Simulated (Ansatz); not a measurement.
# Geometry relaxation of Si4NH12ClO3 (part 3 of 3)

Si4NH12ClO3; RKS PBE0-D4/def2-SVP (Ansatz 0.2.0). The input holds or restrains some coordinates.

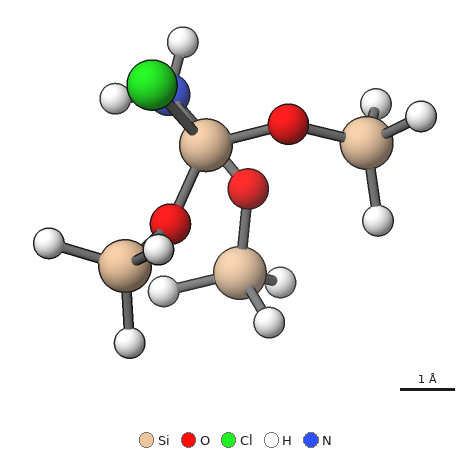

**Figure 1.** The geometry at step 26 of the log (ball-and-stick view, seen at a tilt).

Trajectory as extended XYZ, continued
```
21
Properties=species:S:1:pos:R:3:forces:R:3 step=20 energy=-51821.72553
Si    0.6354    0.1970    0.9131   -0.0625  -0.0105  -0.2057
O     0.5587    0.2182   -1.2327    0.0210   0.0308   0.2187
Si   -0.7940    0.5251   -2.1541   -0.0434  -0.0040  -0.0380
O    -0.9468    0.6361    0.8512    0.0470  -0.0239   0.0123
Si   -2.3191    0.5272    1.8072   -0.0466   0.0651  -0.0501
O     1.1155   -1.3571    0.7663    0.0261  -0.0031  -0.0066
Si    1.1914   -2.4123   -0.5416    0.0120   0.0079   0.0133
Cl    1.0350    0.5024    2.9646    0.0049   0.0074  -0.0061
H     1.4110    1.0386   -0.8315   -0.0741  -0.0622  -0.0958
N     1.8290    1.4330    0.2580    0.0873  -0.0167   0.1143
H    -1.2547    1.9439   -1.9885    0.0115  -0.0375   0.0012
H    -0.4689    0.3147   -3.6004    0.0123   0.0133   0.0182
H    -1.9112   -0.3981   -1.7902    0.0216   0.0207   0.0111
H    -2.0360   -0.2294    3.0574   -0.0155  -0.0142  -0.0057
H    -2.7785    1.9096    2.1273    0.0144  -0.0186   0.0146
H    -3.3664   -0.1700    1.0046    0.0301   0.0157   0.0312
H     1.4899   -3.7420    0.0667    0.0012   0.0018  -0.0014
H     2.3055   -2.0557   -1.4636   -0.0005   0.0054  -0.0055
H    -0.1073   -2.5083   -1.2645    0.0025  -0.0044  -0.0030
H     2.7912    1.2297    0.5339   -0.0206   0.0265  -0.0323
H     1.6203    2.3971    0.5169   -0.0288   0.0007   0.0156
21
Properties=species:S:1:pos:R:3:forces:R:3 step=21 energy=-51821.73131
Si    0.6315    0.1851    0.9164   -0.0163  -0.0193  -0.2019
O     0.5502    0.2081   -1.2292    0.0358   0.0294   0.2107
Si   -0.8006    0.5096   -2.1549   -0.0186  -0.0091  -0.0121
O    -0.9503    0.6200    0.8550    0.0159   0.0003  -0.0002
Si   -2.3250    0.5534    1.8100   -0.0180   0.0154  -0.0075
O     1.1221   -1.3655    0.7666    0.0207   0.0028  -0.0107
Si    1.2143   -2.4113   -0.5478    0.0044   0.0007   0.0076
Cl    1.0331    0.4901    2.9675   -0.0113   0.0065  -0.0010
H     1.3987    1.0326   -0.8284   -0.0708  -0.0630  -0.0921
N     1.8183    1.4271    0.2604    0.0553   0.0124   0.0855
H    -1.2708    1.9232   -1.9845    0.0034  -0.0104  -0.0001
H    -0.4664    0.3086   -3.5996    0.0057   0.0062   0.0042
H    -1.9117   -0.4200   -1.7942    0.0028   0.0032   0.0044
H    -2.0784   -0.2533    3.0370   -0.0106  -0.0034  -0.0047
H    -2.7225    1.9432    2.1737    0.0131  -0.0024   0.0071
H    -3.4001   -0.0768    0.9915    0.0097   0.0188   0.0115
H     1.5317   -3.7398    0.0537    0.0052   0.0021  -0.0022
H     2.3227   -2.0334   -1.4687   -0.0006   0.0025   0.0008
H    -0.0827   -2.5241   -1.2714    0.0018  -0.0027  -0.0039
H     2.7845    1.2340    0.5272   -0.0097   0.0120  -0.0104
H     1.6011    2.3893    0.5198   -0.0177  -0.0020   0.0149
21
Properties=species:S:1:pos:R:3:forces:R:3 step=23 energy=-51821.74067
Si    0.6158    0.1408    0.9173   -0.0130   0.0004  -0.1926
O     0.5348    0.1776   -1.2281    0.0528   0.0261   0.2112
Si   -0.8185    0.4582   -2.1577   -0.0030  -0.0270   0.0282
O    -0.9715    0.5487    0.8496   -0.1442   0.0269   0.0024
Si   -2.3330    0.6353    1.8267   -0.0494   0.0161   0.0540
O     1.1528   -1.3932    0.7580    0.0127   0.0144  -0.0271
Si    1.2953   -2.4122   -0.5745   -0.0252  -0.0080  -0.0019
Cl    0.9868    0.4466    2.9748   -0.0053  -0.0067   0.0033
H     1.3604    1.0205   -0.8180   -0.0626  -0.0641  -0.1041
N     1.7724    1.4170    0.2730    0.0204   0.0495   0.0870
H    -1.3146    1.8610   -1.9780    0.0031   0.0063  -0.0128
H    -0.4752    0.2665   -3.6008    0.0059   0.0172  -0.0079
H    -1.9139   -0.4905   -1.8036   -0.0108  -0.0143   0.0054
H    -2.2118   -0.3162    2.9779   -0.0324   0.1270  -0.1153
H    -2.4965    2.0483    2.3223    0.0227  -0.2660  -0.0896
H    -3.5087    0.2461    0.9740    0.2018   0.1111   0.1310
H     1.6625   -3.7376    0.0071    0.0180   0.0200  -0.0043
H     2.3887   -1.9710   -1.4868   -0.0066  -0.0115   0.0238
H     0.0063   -2.5707   -1.3051    0.0113   0.0043   0.0004
H     2.7461    1.2553    0.5316   -0.0048   0.0005   0.0049
H     1.5218    2.3695    0.5403    0.0085  -0.0222   0.0040
21
Properties=species:S:1:pos:R:3:forces:R:3 step=24 energy=-51821.74548
Si    0.6119    0.1406    0.9162    0.0094   0.0145  -0.1999
O     0.5329    0.1757   -1.2293    0.0393   0.0115   0.2289
Si   -0.8216    0.4487   -2.1588    0.0139   0.0307  -0.0032
O    -0.9743    0.5525    0.8506   -0.0608  -0.0184  -0.0492
Si   -2.3295    0.6347    1.8313   -0.0951   0.0949   0.0641
O     1.1476   -1.3935    0.7567   -0.0026   0.0123  -0.0107
Si    1.2954   -2.4121   -0.5749    0.0367  -0.0077  -0.0010
Cl    0.9847    0.4451    2.9735   -0.0072  -0.0077   0.0094
H     1.3565    1.0207   -0.8191   -0.0541  -0.0636  -0.1003
N     1.7686    1.4168    0.2720    0.0172   0.0336   0.0844
H    -1.3231    1.8496   -1.9817   -0.0145   0.0051   0.0117
H    -0.4708    0.2771   -3.6028   -0.0046  -0.0218  -0.0053
H    -1.9112   -0.5081   -1.8080   -0.0030  -0.0125  -0.0048
H    -2.2213   -0.3255    2.9732   -0.0285   0.0718  -0.1085
H    -2.4812    2.0374    2.3416    0.0294  -0.1616  -0.0337
H    -3.5085    0.2948    0.9705    0.1421   0.0220   0.1014
H     1.6772   -3.7323    0.0084   -0.0174   0.0051  -0.0024
H     2.3950   -1.9708   -1.4792   -0.0165   0.0047   0.0033
H     0.0103   -2.5739   -1.3111    0.0124  -0.0052   0.0072
H     2.7417    1.2531    0.5315    0.0019   0.0017   0.0000
H     1.5197    2.3692    0.5397    0.0019  -0.0092   0.0086
21
Properties=species:S:1:pos:R:3:forces:R:3 step=26 energy=-51821.70822 accepted=F
Si    0.5565    0.1253    0.8833    0.0802  -0.1980   0.3801
O     0.5160    0.1504   -1.2634    0.1114   0.1851   0.7265
Si   -0.8306    0.4091   -2.2119    0.0257  -0.0141   0.0138
O    -1.0444    0.5101    0.8197    0.5402  -0.0211  -0.3424
Si   -2.3233    0.7000    1.8737   -0.0084  -0.0052   0.3431
O     1.1489   -1.3983    0.7374   -0.1452   0.3563   0.0571
Si    1.3613   -2.4227   -0.5774   -0.0356  -0.1228  -0.0304
Cl    0.9297    0.4488    2.9668   -0.1912  -0.1293  -0.2391
H     1.2899    0.9977   -0.7698    0.2073   0.2485  -0.5777
N     1.7158    1.4291    0.3024   -0.2509  -0.1965  -0.3200
H    -1.3810    1.7881   -2.0116    0.0004  -0.0009   0.0022
H    -0.4457    0.2700   -3.6508   -0.0009   0.0041   0.0068
H    -1.8878   -0.5949   -1.8994   -0.0248  -0.0052  -0.0017
H    -2.3010   -0.4171    2.8590   -0.1246   0.0233   0.0147
H    -2.2369    2.0137    2.5824    0.0134  -0.0547  -0.0585
H    -3.5521    0.6651    1.0420   -0.0795  -0.0179  -0.0291
H     1.7537   -3.7292    0.0286    0.0185   0.0126   0.0037
H     2.4681   -1.9687   -1.4651   -0.0030   0.0403   0.0115
H     0.1007   -2.6350   -1.3412   -0.0022   0.0247  -0.0140
H     2.6966    1.2749    0.5373   -0.0649  -0.0897   0.0329
H     1.4652    2.3836    0.5580   -0.0662  -0.0395   0.0205
21
Properties=species:S:1:pos:R:3:forces:R:3 step=27 energy=-51821.76106
Si    0.5810    0.1356    0.8969   -0.0208   0.0175  -0.2993
O     0.5347    0.1665   -1.2496    0.0351   0.0216   0.2716
Si   -0.8238    0.4205   -2.1801   -0.0053  -0.0051  -0.0032
O    -1.0139    0.5167    0.7986   -0.0138  -0.0057   0.0088
Si   -2.3085    0.6660    1.8566   -0.0163  -0.0010  -0.0138
O     1.1523   -1.3860    0.7549    0.0105  -0.0248  -0.0239
Si    1.3336   -2.4144   -0.5654   -0.0013   0.0069   0.0040
Cl    0.8951    0.4447    2.9630    0.0101   0.0208   0.0412
H     1.3402    1.0225   -0.8269   -0.0713  -0.0748  -0.1225
N     1.7324    1.4247    0.2693    0.0369   0.0350   0.1317
H    -1.3610    1.8065   -1.9880   -0.0013  -0.0033  -0.0020
H    -0.4639    0.2665   -3.6244    0.0006   0.0010  -0.0012
H    -1.8904   -0.5690   -1.8476    0.0023  -0.0012  -0.0031
H    -2.3048   -0.4259    2.8694    0.0094   0.0027  -0.0085
H    -2.2633    1.9968    2.5270    0.0059  -0.0036   0.0053
H    -3.5351    0.5674    1.0159    0.0151   0.0197   0.0111
H     1.7226   -3.7244    0.0339    0.0030  -0.0010   0.0000
H     2.4344   -1.9595   -1.4598    0.0031  -0.0006   0.0002
H     0.0607   -2.6000   -1.3158    0.0039  -0.0037   0.0000
H     2.7042    1.2693    0.5395   -0.0027   0.0008  -0.0029
H     1.4735    2.3754    0.5329   -0.0033  -0.0013   0.0067
21
Properties=species:S:1:pos:R:3:forces:R:3 step=28 energy=-51821.76346
Si    0.5710    0.1329    0.8941    0.0028   0.0176  -0.2946
O     0.5313    0.1629   -1.2525    0.0216   0.0228   0.2751
Si   -0.8256    0.4078   -2.1883   -0.0001  -0.0024   0.0004
O    -1.0247    0.5102    0.7920   -0.0061   0.0000   0.0023
Si   -2.3053    0.6778    1.8649   -0.0286   0.0191   0.0129
O     1.1505   -1.3862    0.7527   -0.0035   0.0044   0.0069
Si    1.3455   -2.4143   -0.5655    0.0016   0.0019   0.0046
Cl    0.8782    0.4509    2.9629    0.0051  -0.0069   0.0076
H     1.3316    1.0222   -0.8265   -0.0649  -0.0701  -0.1278
N     1.7209    1.4253    0.2704    0.0316   0.0290   0.1189
H    -1.3770    1.7880   -1.9943    0.0003  -0.0042  -0.0023
H    -0.4579    0.2621   -3.6316    0.0011   0.0003   0.0013
H    -1.8842   -0.5928   -1.8639    0.0038  -0.0010  -0.0018
H    -2.3339   -0.4547    2.8343   -0.0121   0.0308  -0.0249
H    -2.1996    1.9806    2.5881   -0.0067  -0.0521  -0.0269
H    -3.5407    0.6648    1.0270    0.0529   0.0097   0.0438
H     1.7417   -3.7207    0.0370    0.0036   0.0000  -0.0006
H     2.4475   -1.9520   -1.4549    0.0008   0.0005   0.0002
H     0.0778   -2.6115   -1.3216    0.0024   0.0008  -0.0017
H     2.6926    1.2711    0.5412   -0.0021   0.0012  -0.0020
H     1.4601    2.3754    0.5343   -0.0035  -0.0012   0.0084
21
Properties=species:S:1:pos:R:3:forces:R:3 step=30 energy=-51821.76522
Si    0.5577    0.1261    0.8910    0.0137   0.0106  -0.2715
O     0.5235    0.1588   -1.2557    0.0192   0.0259   0.2984
Si   -0.8288    0.3892   -2.2019    0.0054   0.0024   0.0061
O    -1.0386    0.5038    0.7892    0.0047  -0.0027   0.0097
Si   -2.3020    0.6994    1.8795   -0.0014   0.0261   0.0215
O     1.1437   -1.3907    0.7496   -0.0131   0.0088  -0.0041
Si    1.3640   -2.4121   -0.5699    0.0028  -0.0024   0.0098
Cl    0.8631    0.4367    2.9636   -0.0027  -0.0082  -0.0178
H     1.3163    1.0226   -0.8245   -0.0573  -0.0617  -0.1389
N     1.7048    1.4237    0.2733    0.0140   0.0249   0.1182
H    -1.4016    1.7603   -2.0072   -0.0003  -0.0017  -0.0015
H    -0.4460    0.2556   -3.6424   -0.0017  -0.0035   0.0018
H    -1.8751   -0.6278   -1.8890    0.0028  -0.0019  -0.0027
H    -2.3785   -0.4612    2.8115   -0.0133   0.0182  -0.0236
H    -2.1286    1.9682    2.6468   -0.0086  -0.0327  -0.0279
H    -3.5411    0.7787    1.0535    0.0349  -0.0064   0.0245
H     1.7694   -3.7157    0.0325    0.0031  -0.0009   0.0006
H     2.4712   -1.9347   -1.4450   -0.0039   0.0035  -0.0016
H     0.1071   -2.6226   -1.3400    0.0031   0.0042  -0.0033
H     2.6774    1.2702    0.5412   -0.0002  -0.0024   0.0004
H     1.4419    2.3713    0.5440   -0.0011  -0.0002   0.0019
21
Properties=species:S:1:pos:R:3:forces:R:3 step=31 energy=-51821.76578
Si    0.5526    0.1189    0.8938    0.0115   0.0185  -0.2951
O     0.5184    0.1572   -1.2528    0.0159   0.0278   0.2874
Si   -0.8314    0.3781   -2.2047    0.0089  -0.0078   0.0043
O    -1.0423    0.5020    0.7936    0.0097  -0.0084   0.0188
Si   -2.2998    0.7163    1.8876    0.0274  -0.0083  -0.0316
O     1.1373   -1.3978    0.7469   -0.0120   0.0029  -0.0002
Si    1.3732   -2.4093   -0.5776    0.0053   0.0117   0.0007
Cl    0.8607    0.4217    2.9665   -0.0029  -0.0072  -0.0057
H     1.3083    1.0231   -0.8208   -0.0615  -0.0665  -0.1296
N     1.6973    1.4198    0.2786    0.0216   0.0312   0.1270
H    -1.4154    1.7447   -2.0140   -0.0005  -0.0003   0.0000
H    -0.4422    0.2441   -3.6434    0.0011   0.0022  -0.0016
H    -1.8702   -0.6480   -1.8970   -0.0034   0.0001   0.0047
H    -2.4021   -0.4465    2.8102    0.0024  -0.0103   0.0198
H    -2.1051    1.9785    2.6534    0.0023   0.0164   0.0166
H    -3.5345    0.8171    1.0644   -0.0293   0.0073  -0.0178
H     1.7864   -3.7133    0.0189    0.0001   0.0011  -0.0016
H     2.4805   -1.9153   -1.4438   -0.0007  -0.0034   0.0036
H     0.1237   -2.6228   -1.3587    0.0006  -0.0035   0.0025
H     2.6706    1.2659    0.5434    0.0016  -0.0004  -0.0002
H     1.4339    2.3655    0.5557    0.0019  -0.0032  -0.0019
```

This output came from the following input.

Input file
```yaml
crystal:
  periodic: [false, false, false]
  atoms:
    - {symbol: Si, position_ang: [0.865900, 0.316000, 1.002000]}
    - {symbol: O, position_ang: [0.267000, 0.667100, -1.029900]}
    - {symbol: Si, position_ang: [-0.736900, 0.566400, -2.268200]}
    - {symbol: O, position_ang: [-0.611600, 0.762100, 1.438800]}
    - {symbol: Si, position_ang: [-2.174200, 0.306100, 1.544000]}
    - {symbol: O, position_ang: [1.184900, -1.192900, 0.566900]}
    - {symbol: Si, position_ang: [0.699400, -2.548400, -0.204600]}
    - {symbol: Cl, position_ang: [1.803300, 0.307400, 2.830600]}
    - {symbol: H, position_ang: [1.178700, 1.470400, -0.740200]}
    - {symbol: N, position_ang: [1.859000, 1.677200, 0.265600]}
    - {symbol: H, position_ang: [-1.712600, 1.664200, -2.206700]}
    - {symbol: H, position_ang: [0.084100, 0.704200, -3.479600]}
    - {symbol: H, position_ang: [-1.429700, -0.727100, -2.261600]}
    - {symbol: H, position_ang: [-2.226500, -0.916000, 2.349300]}
    - {symbol: H, position_ang: [-2.745700, 1.468300, 2.220000]}
    - {symbol: H, position_ang: [-2.706800, 0.083500, 0.203300]}
    - {symbol: H, position_ang: [1.559800, -3.546900, 0.426900]}
    - {symbol: H, position_ang: [0.978100, -2.376100, -1.627300]}
    - {symbol: H, position_ang: [-0.721700, -2.756000, 0.074300]}
    - {symbol: H, position_ang: [2.851200, 1.491300, 0.188000]}
    - {symbol: H, position_ang: [1.734300, 2.579100, 0.708500]}
basis:
  gaussian: {orbitals: def2-SVP}
hamiltonian: {xc: pbe0, dispersion: d4}
relax: {f_tol: 0.04, max_steps: 150, escape_saddle: false, constraints: [{distance: [0, 9]}, {distance: [1, 8]}, {distance: [0, 1]}, {distance: [8, 9]}]}
```

Command:
```bash
ansatz run in.yaml --threads 4 --pin off --events-out ev --progress --plain --max-ram 46080MiB --backend cuda --devices 0, --max-vram 37GiB
```

Results in brief

| quantity | value |
| --- | --- |
| outcome | converged under the restraints of the input |
| total energy | −51821.7658 eV |
| mean-field energy | −51821.0961 eV |
| dispersion energy | −0.6698 eV |
| SCF solution under orbital rotations | stable |
| largest force (length of the vector) at the end, held atoms and coordinates included | 0.296 eV/Å |
| dipole moment | 3.17 D |
| hardware | 4 CPU threads, shared host |
| wall time | 100 s (CPU time 2.1 min) |
| peak memory | 1 GiB |
